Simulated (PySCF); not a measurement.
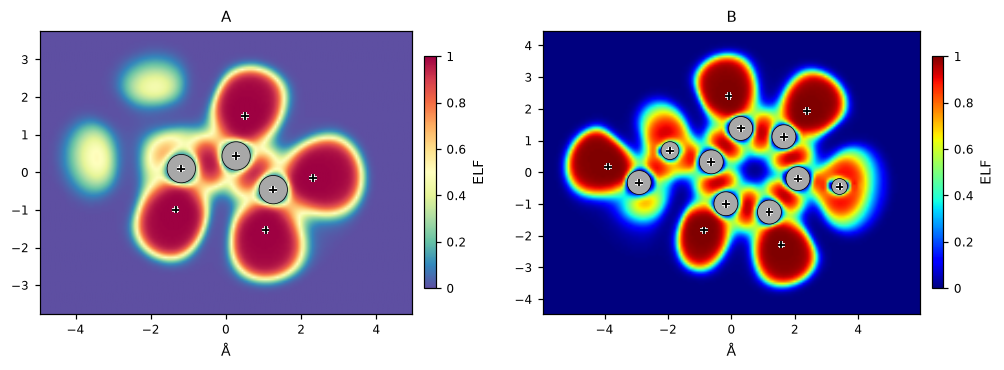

The ELF of 2 systems, each on a plane through atoms (crosses mark nuclei in the plane; grey discs cover the cores).

Theory: PBE0/def2-SVPD, SCF density, gas phase in PySCF.

System 1: C₇H₇FO, the plane of atoms C1, O2 and C3. Geometry: PBE0-D3(BJ)/def2-SVP.

```yaml
atoms:
  - { symbol: C, position_ang: [2.9028, 0.4232, 0.2267] }
  - { symbol: O, position_ang: [1.9265, -0.4002, -0.3425] }
  - { symbol: C, position_ang: [0.6271, -0.1361, -0.0877] }
  - { symbol: C, position_ang: [-0.3067, -0.9960, -0.6836] }
  - { symbol: C, position_ang: [-1.6665, -0.8076, -0.4836] }
  - { symbol: C, position_ang: [-2.0989, 0.2459, 0.3174] }
  - { symbol: F, position_ang: [-3.4079, 0.4257, 0.5090] }
  - { symbol: C, position_ang: [-1.1930, 1.1064, 0.9156] }
  - { symbol: C, position_ang: [0.1761, 0.9175, 0.7145] }
  - { symbol: H, position_ang: [2.8666, 0.4039, 1.3308] }
  - { symbol: H, position_ang: [2.8073, 1.4708, -0.1113] }
  - { symbol: H, position_ang: [3.8749, 0.0339, -0.1014] }
  - { symbol: H, position_ang: [0.0648, -1.8121, -1.3056] }
  - { symbol: H, position_ang: [-2.4041, -1.4692, -0.9413] }
  - { symbol: H, position_ang: [-1.5616, 1.9235, 1.5385] }
  - { symbol: H, position_ang: [0.8787, 1.6018, 1.1903] }
```

System 2: C₄H₆F₂ (SMILES C=CCC(F)F), the plane of atoms C1, C2 and H9. Geometry: PBE0-D3(BJ)/def2-SVP.

```xyz
12

C     1.8112   -0.7611    0.5191
C     0.7855   -0.5163   -0.2962
C    -0.1191    0.6701   -0.1960
C    -1.5730    0.2916   -0.0291
F    -1.9897   -0.4349   -1.0933
F    -2.3339    1.4076    0.0278
H     2.0663   -0.0818    1.3395
H     2.4414   -1.6453    0.3927
H     0.5610   -1.2196   -1.1070
H     0.1672    1.3135    0.6501
H    -0.0652    1.2807   -1.1145
H    -1.7607   -0.3028    0.8830
```

### Match each panel to its system.

Panel A is system 2, C₄H₆F₂: the plane holds C and H. C–C (1.33 Å): the ELF peaks at about 0.90 between the atoms; a multiple bond. Panel B is system 1, C₇H₇FO: the plane holds C, O, F and H. C–F (1.34 Å): the ELF peaks at about 0.85 between the atoms; a shared but strongly polarised pair.
